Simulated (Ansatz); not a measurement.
Band structure of TiCo (Pm-3m, 2 atoms in the cell).

```
CELL_PARAMETERS angstrom
      3.00910     0.00000     0.00000
      0.00000     3.00910     0.00000
      0.00000     0.00000     3.00910
ATOMIC_POSITIONS crystal
  Ti 0.00000 0.00000 0.00000
  Co 0.50000 0.50000 0.50000
```
Moments meant for the start (each program seeds them in its own way; μB, in the order of the atoms Ti Co): 1.0 3.0.

Method of the run: PBE (plane waves, PAW; Ansatz, a first-principles code).

Settings: basis.ecutwfc = 420 eV; kpoints.mp_grid.grid = 7 7 7; hamiltonian.xc = pbe; hamiltonian.pseudopotentials = {kind: paw} (the program's default PAW files); magnetization.spin_polarized = true; scf.occupations.method = cold; scf.occupations.width = 0.1 eV; kpoints.band_path.npoints = 6.

The starting cell comes from a database of computed structures (which also holds hypothetical and non-ambient phases and stackings), without a prior relaxation at this level. Its lattice was rescaled by a random factor within 2.5 % of one. With one magnetic atom in the cell only a parallel order is possible.

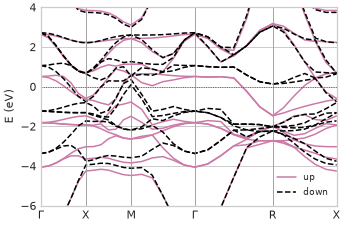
Figure. Bands along the path, energies from the Fermi level.

Levels in eV from the Fermi level, bands 12 to 19 of the first spin channel:
| point | 12 | 13 | 14 | 15 | 16 | 17 | 18 | 19 |
|---|---|---|---|---|---|---|---|---|
| Γ | -1.82 | -1.82 | -1.82 | 0.51 | 0.51 | 2.64 | 2.64 | 2.64 |
| X | -1.93 | -1.93 | -1.48 | -0.64 | -0.60 | 0.70 | 0.70 | 2.23 |
| M | -2.64 | -1.50 | -0.78 | 0.60 | 0.60 | 1.12 | 2.42 | 2.42 |
| R | -2.00 | -2.00 | -2.00 | -1.47 | -1.47 | 3.17 | 3.17 | 6.67 |

Bands cross the Fermi level along this path, so the cell is metallic at this level.

The net moment of the cell came out as 0.84 μB.

Keys are those of Ansatz 0.2.
